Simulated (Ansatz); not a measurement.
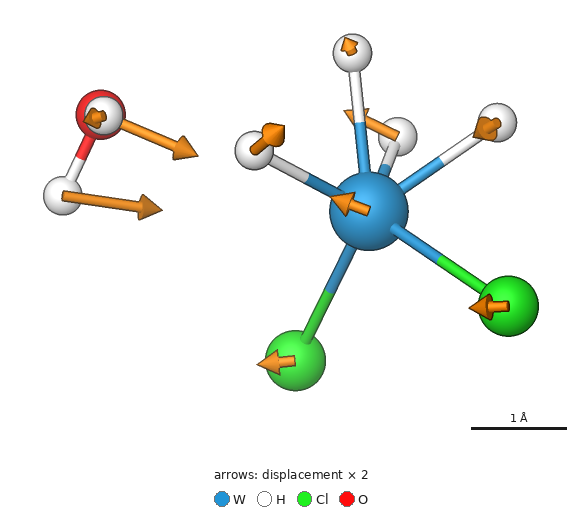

This is a relaxation of WH$_{6}$OCl$_{2}$. The starting structure is drawn; orange arrows show the displacements, 2 times their true length. The two geometries are superimposed by the best rigid fit.

The picture is a ball-and-stick view, seen at a tilt.

The run prepares an end point of a later path (reaction) calculation, from a guessed geometry.

All numbers below come from RKS PBE0-D4/def2-SVP (Ansatz).

Input file:
```yaml
crystal:
  periodic: [false, false, false]
  atoms:
    - { symbol: W, position_ang: [-0.169908, -0.495176, 0.014189] }
    - { symbol: H, position_ang: [-0.140007, 0.086891, 1.622432] }
    - { symbol: H, position_ang: [1.241064, -0.332073, -0.830963] }
    - { symbol: H, position_ang: [0.784044, 0.848495, 0.306066] }
    - { symbol: Cl, position_ang: [-2.2736, -0.662342, -0.87592] }
    - { symbol: Cl, position_ang: [0.717817, -2.576271, 0.15559] }
    - { symbol: H, position_ang: [-0.041843, 0.608556, -1.218593] }
    - { symbol: O, position_ang: [-1.719734, 1.986364, 1.110682] }
    - { symbol: H, position_ang: [-2.616745, 1.625263, 1.074305] }
    - { symbol: H, position_ang: [-1.310988, 1.518993, 1.874013] }
basis:
  gaussian: { orbitals: def2-SVP }
hamiltonian:
  xc: pbe0
  dispersion: d4
relax:
  f_tol: 0.03
  max_steps: 50
```

Command:
```bash
ansatz run input.yaml --threads 2 --pin off --max-ram 3072MiB --backend cpu --events-out ev --progress --plain --runs-dir out
```

Q: What did the optimiser do to the structure, and how much energy did it gain?

A: The atom that moves furthest after the best rigid fit is O8 (0.59 Å). By element the largest moves are O 0.59 Å, H 0.55 Å, W 0.23 Å, Cl 0.22 Å. Some distances before and after: W1–O8 3.124 → 2.312 Å, W1–H9 3.407 → 2.758 Å, W1–H10 2.969 → 2.839 Å, W1–Cl5 2.290 → 2.345 Å. New bonds form, among them: W1–O8 (3.12 → 2.31 Å). Bond angles that change, for instance: H2–W1–Cl5 114.0° → 127.2°, H2–W1–Cl6 104.3° → 93.0°, H4–W1–Cl5 130.5° → 137.6°. The energy falls by 13.5 kcal/mol in 11 geometry steps. Largest force component: 0.78 eV/Å at the start, 0.02 eV/Å at the end. Cost: 41 s on 2 threads of AMD EPYC 7B13 (Zen 3), with other jobs on the host, peak memory 0.29 GiB.
